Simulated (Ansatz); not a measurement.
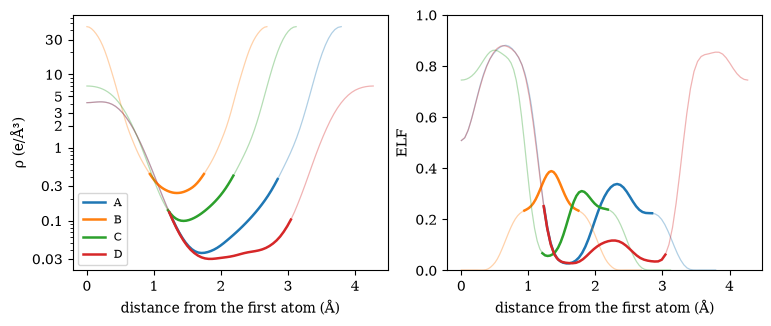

*KCaZn$_{4}$. Valence pseudo-density and ELF along straight lines between neighbouring atoms. Thin, pale parts lie inside the atomic spheres.*

Space group P6/mmm; a structure from a database of computed crystals, not necessarily the ambient phase; a generated structure, not necessarily the stable one; changed on purpose from its base cell (volume × 1.03, shape and atoms relaxed); computed without spin polarisation.

The calculation used DFT PBE, scalar-relativistic, plane waves, PAW (Ansatz 0.2.0).

Core electrons are frozen (PAW), and the valence fields are smoothed inside the atomic spheres.

Which curve belongs to which contact (Ca–Zn, K–Ca, K–Zn and Zn–Zn)? The first atom named is at distance zero.

Curve A: K–Zn (3.79 Å): the density is about 0.04 e/Å³ at the midpoint, with its minimum of 0.04 e/Å³ about 1.7 Å from K; the ELF is about 0.10 at the midpoint (no shared electron pair shows on this line). Curve B: Zn–Zn (2.68 Å): ρ at the midpoint is about 0.24 e/Å³; the ELF is about 0.40 at the midpoint. Curve C: Ca–Zn (3.12 Å): ρ is about 0.11 e/Å³ halfway; the ELF is about 0.15 at the midpoint; no localised pair shows between them. Curve D: K–Ca (4.27 Å): ρ is about 0.03 e/Å³ halfway; the ELF is about 0.10 at the midpoint (no localised pair shows between them).
